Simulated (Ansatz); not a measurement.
GaP (zinc blende)

Space group F-43m (No. 216); a = b = c = 5.4384 Å, α = β = γ = 90.00°

| atom | site | symmetry | x | y | z |
|---|---|---|---|---|---|
| P | 4d | -43m | 0.7500 | 0.7500 | 0.7500 |
| Ga | 4a | -43m | 0.0000 | 0.0000 | 0.0000 |
(The calculation used a cell of 2 atoms; values per cell refer to that cell.)

Equation-of-state scan: isotropic scaling of the cell above, V₀ being its volume. Symmetry pins the atoms to their sites.

Computed with PBEsol (plane waves to 420 eV, PAW, scalar-relativistic; Ansatz, a first-principles code). k mesh 11×11×11 (Γ-centred), Fermi-Dirac smearing 0.05 eV. E stands for the smeared free energy. GaP was relaxed with its symmetry unable to fall. The zero of ΔE is the relaxed starting cell.

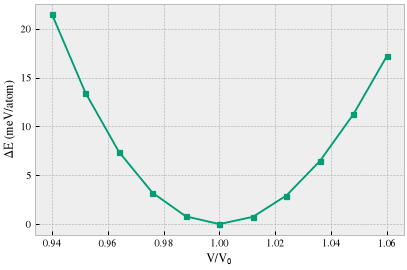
Fig. 1. ΔE (meV/atom) against V/V₀; markers are the computed points, lines only join them.

Task: What is ΔE at V/V₀ = 1.060?

Result: About 17 meV/atom.

Task: What is ΔE at V/V₀ = 0.940?

Result: About 21 meV/atom.

Task: What bulk modulus B₀ follows from a third-order Birch-Murnaghan fit?

Result: About 85 GPa.

(A scan under strain: stresses follow from slopes of the energy per volume, elastic moduli from its curvatures.)
